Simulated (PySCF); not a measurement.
# C₃H₆BNO₂: runs on many settings

Which settings matter for C₃H₆BNO₂ (`N[B@@H-]1OC=CC=[O+]1`)?

Computed with PySCF 2.14.0, with density-fitted response routines of our own, on a single molecule in the gas phase. Atoms count from 0, in the outputs and in this text.

### 1 The molecule as given

13 atoms, charge 0, multiplicity 1; geometry from: GFN2-xTB.

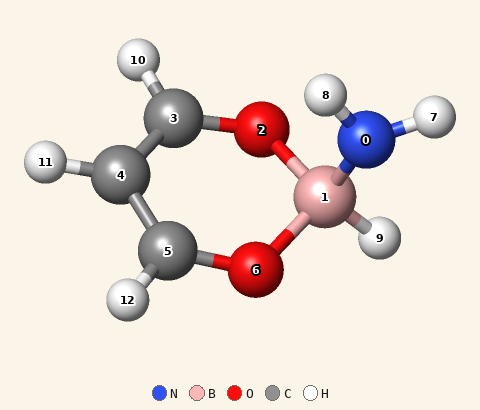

The starting geometry (nitrogen blue, boron pink, oxygen red, carbon grey, hydrogen white), atoms numbered.

### 2 Shielding tensors: PBE0/pcSseg-1

What the job is given:

```
{"job": {"kind": "nmr", "xc": "PBE0", "basis": "pcSseg-1"}, "charge": 0, "multiplicity": 1}
N     -1.948197    -0.304467    -0.247750
B     -0.786182     0.198192    -0.967131
O      0.333442    -0.920681    -0.973312
C      1.200698    -0.961927    -0.056057
C      1.433607     0.058651     0.858523
C      0.683871     1.217920     0.713023
O     -0.223275     1.390390    -0.150773
H     -2.748122    -0.655656    -0.739166
H     -1.851307    -0.733572     0.656755
H     -0.975994     0.540728    -2.078206
H      1.803962    -1.872760    -0.012709
H      2.191691    -0.028885     1.614445
H      0.881417     2.072553     1.364630
```

With the program's defaults for keys left out, this is: GIAO PBE0/pcSseg-1 NMR shielding, non-relativistic, gas phase.

On the command line:

```console
OMP_NUM_THREADS=1 python probes_run.py task.json out
```

This one command runs all jobs of the session in turn.

Output:

```text
coarse grid: 11304 points
cycle   1  E = -347.3965392564  dE =  1.277e+00  |g| = 8.589e-01  |ddm| = 3.219e+00
cycle   2  E = -347.0227181573  dE =  3.738e-01  |g| = 1.608e+00  |ddm| = 1.831e+00
cycle   3  E = -347.5380391968  dE = -5.153e-01  |g| = 1.770e-01  |ddm| = 1.366e+00
cycle   4  E = -347.5451409501  dE = -7.102e-03  |g| = 6.682e-02  |ddm| = 1.968e-01
cycle   5  E = -347.5460935575  dE = -9.526e-04  |g| = 1.933e-02  |ddm| = 6.036e-02
cycle   6  E = -347.5461730348  dE = -7.948e-05  |g| = 6.384e-03  |ddm| = 1.843e-02
cycle   7  E = -347.5461803865  dE = -7.352e-06  |g| = 1.251e-03  |ddm| = 4.624e-03
final grid: 110472 points
cycle   8  E = -347.6019376932  dE = -2.462e-05  |g| = 1.432e-02  |ddm| = 2.534e-02
cycle   9  E = -347.6018528669  dE =  8.483e-05  |g| = 2.569e-02  |ddm| = 2.349e-02
cycle  10  E = -347.6019738263  dE = -1.210e-04  |g| = 2.062e-03  |ddm| = 1.723e-02
cycle  11  E = -347.6019748016  dE = -9.754e-07  |g| = 3.478e-04  |ddm| = 2.045e-03
cycle  12  E = -347.6019748225  dE = -2.090e-08  |g| = 1.707e-04  |ddm| = 3.611e-04
cycle  13  E = -347.6019748284  dE = -5.905e-09  |g| = 4.034e-05  |ddm| = 1.338e-04
cycle  14  E = -347.6019748286  dE = -1.986e-10  |g| = 2.502e-05  |ddm| = 4.537e-05
converged SCF energy = -347.6019748286

GIAO shielding tensors (ppm)
atom      isotropic    diamagn.    paramagn.     s11        s22        s33       span
  0 N      214.805     317.134    -102.329    161.348    217.421    265.647    104.300
  1 B      100.040     188.950     -88.910     81.630     98.432    120.057     38.427
  2 O        9.331     399.459    -390.129   -189.112   -129.548    346.652    535.764
  3 C        2.729     248.020    -245.291    -98.361    -10.694    117.241    215.602
  4 C       82.402     262.009    -179.607    -30.749    119.916    158.039    188.789
  5 C        3.005     247.750    -244.745    -98.542     -9.739    117.296    215.838
  6 O       30.410     397.813    -367.402   -178.211    -77.762    347.203    525.414
  7 H       30.256      30.539      -0.283     24.224     24.794     41.749     17.525
  8 H       30.703      32.892      -2.189     24.856     30.328     36.926     12.070
  9 H       28.050      30.142      -2.092     25.769     26.968     31.411      5.642
 10 H       23.568      28.656      -5.088     20.894     24.308     25.502      4.608
 11 H       26.080      31.931      -5.851     24.544     26.462     27.234      2.690
 12 H       23.608      28.428      -4.820     20.906     24.352     25.564      4.658
```

It took 42 s on 1 thread, shared host.

Shifts follow as δ = σ(reference) − σ, with reference shieldings (ppm) from runs at the same level and on the same kind of geometry: 1H TMS 31.72, 13C TMS 186.9, 15N NH3 267.7, 17O H2O 336.1, 11B BF3·OEt2 100.1. The references are single molecules in the gas phase, so shifts against H2O, NH3, PH3, H3PO4 or CFCl3 are not on the usual liquid scales and can be off by tens of ppm. Atoms listed in one row are averaged.

| atoms | environment | σ (ppm) | δ (ppm) | δ scaled to CDCl3 |
| --- | --- | --- | --- | --- |
| C3, C5 | alkene carbon bearing oxygen | 2.9 | 184.1 | 177.7 |
| C4 | β carbon of an enol-ether or enamine type C=C | 82.4 | 104.5 | 100.1 |
| H10, H12 | hydrogen on an alkene carbon bearing oxygen | 23.59 | 8.13 | 7.77 |
| H11 | hydrogen on a β carbon of an enol-ether or enamine type C=C | 26.08 | 5.64 | 5.42 |
| H9 | hydrogen on a boron bonded to N, 2 O, in a 6-membered ring | 28.05 | 3.67 | – |
| H7, H8 | hydrogen on a nitrogen bonded to B | 30.48 | 1.24 | – |
| N0 | nitrogen bonded to B, 2 H | 214.8 | 52.9 | – |
| B1 | boron bonded to N, 2 O, H, in a 6-membered ring | 100.0 | 0.0 | – |
| O2, O6 | oxygen bonded to C, B, in a 6-membered ring | 19.9 | 316.2 | – |

The scaled column applies a straight-line fit of computed shieldings to shifts measured in CDCl3 (root-mean-square error 0.16 ppm for H, 1.9 ppm for C).

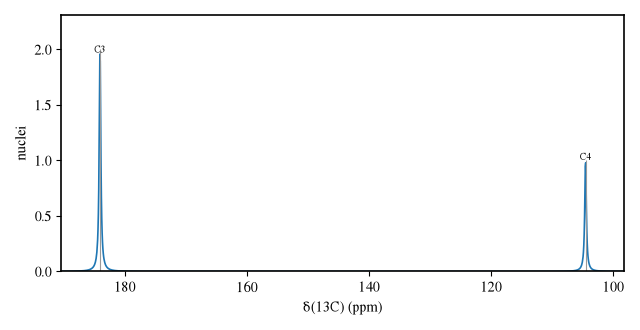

13C lines at the computed shifts, without couplings. Lines are broadened to a width of 0.32 ppm (Lorentzian).

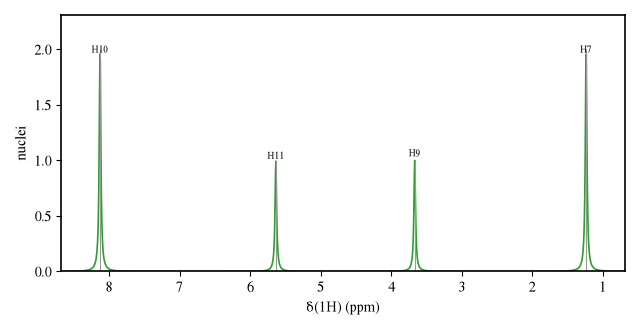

1H lines at the computed shifts, without couplings. Lines are broadened to a width of 0.03 ppm (Lorentzian).

Charges from the same density, by scheme (e):

| atoms | Mulliken | IAO | Hirshfeld | ESP fit |
| --- | --- | --- | --- | --- |
| N0 | -0.52 | -0.65 | -0.31 | -1.16 |
| B1 | 0.50 | 0.24 | 0.12 | 0.93 |
| O2, O6 | -0.42 | -0.30 | -0.11 | -0.57 |
| C3, C5 | 0.29 | 0.20 | 0.11 | 0.67 |
| C4 | -0.33 | -0.36 | -0.12 | -0.91 |

ESP fit charges:

N0 -1.16; B1 0.93; O2 -0.58; C3 0.65; C4 -0.91; C5 0.69; O6 -0.55; H7 0.39; H8 0.40; H9 -0.21; H10 0.05; H11 0.26; H12 0.03

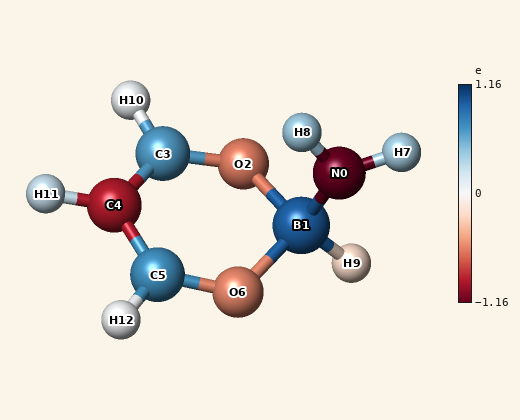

ESP fit charges, as colours on the atoms.

Mayer bond orders: N0–B1 1.13, B1–O2 0.61, O2–C3 1.43, C3–C4 1.37, C4–C5 1.38, C5–O6 1.42, O6–B1 0.66.

Ring of atoms B1, O2, C3, C4, C5, O6: NICS(0) 2.4, NICS(1) -0.9, NICS(1)zz 1.3 ppm (means of both faces).

### 3 Excited states and response: PBE0/def2-SVPD

Same as in step 2 but for these lines:

```diff
@@ -1,2 +1,2 @@
-{"job": {"kind": "nmr", "xc": "PBE0", "basis": "pcSseg-1"}, "charge": 0, "multiplicity": 1}
+{"job": {"kind": "uv", "xc": "PBE0", "basis": "def2-SVPD", "nstates": 6, "ntriplets": 2}, "charge": 0, "multiplicity": 1}
 N     -1.948197    -0.304467    -0.247750
```

Method: TDDFT PBE0/def2-SVPD, vertical, gas phase, core orbitals frozen in the response.

Output:

```text
coarse grid: 11304 points
cycle   1  E = -347.2070354702  dE =  1.214e+00  |g| = 8.265e-01  |ddm| = 5.443e+00
cycle   2  E = -346.8138462959  dE =  3.932e-01  |g| = 1.601e+00  |ddm| = 2.992e+00
cycle   3  E = -347.3462556737  dE = -5.324e-01  |g| = 1.639e-01  |ddm| = 2.086e+00
cycle   4  E = -347.3525069192  dE = -6.251e-03  |g| = 6.412e-02  |ddm| = 3.684e-01
cycle   5  E = -347.3534269608  dE = -9.200e-04  |g| = 1.783e-02  |ddm| = 1.203e-01
cycle   6  E = -347.3534966032  dE = -6.964e-05  |g| = 6.432e-03  |ddm| = 2.984e-02
cycle   7  E = -347.3535046163  dE = -8.013e-06  |g| = 1.216e-03  |ddm| = 9.475e-03
final grid: 110472 points
cycle   8  E = -347.4079158135  dE = -2.649e-05  |g| = 1.288e-02  |ddm| = 1.448e-01
cycle   9  E = -347.4078432329  dE =  7.258e-05  |g| = 2.320e-02  |ddm| = 4.025e-02
cycle  10  E = -347.4079472631  dE = -1.040e-04  |g| = 1.881e-03  |ddm| = 2.678e-02
cycle  11  E = -347.4079481160  dE = -8.529e-07  |g| = 3.111e-04  |ddm| = 3.114e-03
cycle  12  E = -347.4079481334  dE = -1.741e-08  |g| = 1.610e-04  |ddm| = 6.685e-04
cycle  13  E = -347.4079481390  dE = -5.527e-09  |g| = 4.255e-05  |ddm| = 2.642e-04
cycle  14  E = -347.4079481392  dE = -2.549e-10  |g| = 2.359e-05  |ddm| = 7.629e-05
converged SCF energy = -347.4079481392

Static polarisability (au): isotropic 66.809, principal 50.543 69.716 80.167

Singlet excitations
state   eV       nm        f      main configurations
  1   3.5289    351.3   0.04991   H->L 0.98
  2   4.4661    277.6   0.07674   H-1->L 0.94
  3   4.9223    251.9   0.01083   H-2->L 0.97
  4   5.9004    210.1   0.04137   H-3->L 0.90
  5   6.1348    202.1   0.03935   H->L+1 0.83
  6   6.6622    186.1   0.00609   H-4->L 0.92

Triplet excitations (Tamm-Dancoff, eV): 2.9296 3.0901
```

It took 52 s on 1 thread, shared host.

The orbitals next to the gap, with their largest atomic shares:

| orbital | eV | atoms |
| --- | --- | --- |
| HOMO−3 | -9.27 | B1 31 %, H9 29 %, N0 8 % |
| HOMO−2 | -8.98 | O2 29 %, O6 28 %, C3 9 % |
| HOMO−1 | -7.48 | C4 29 %, O6 17 %, O2 16 % |
| HOMO | -6.72 | N0 67 %, B1 8 %, H7 7 % |
| LUMO | -2.22 | C5 25 %, C3 25 %, O2 16 % |
| LUMO+1 | 0.45 | C4 18 %, B1 18 %, C3 12 % |
| LUMO+2 | 1.24 | B1 27 %, H7 12 %, H11 11 % |

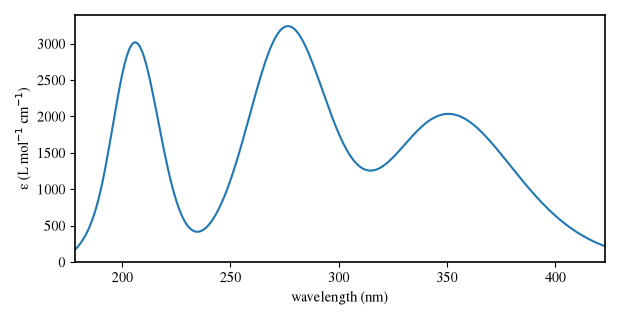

Absorption spectrum: each of the 6 states is a Gaussian band of 0.4 eV half-width at 1/e. Beyond the last state computed it falls off for lack of states.

Further results of this job:

| property | computed |
| --- | --- |
| dipole moment (D) | 3.78 |
| polarisability (Å³) | 9.90 |
| HOMO–LUMO gap (eV) | 4.50 |
| −ε(HOMO) (eV) | 6.72 |

[end of part 1 of 2]
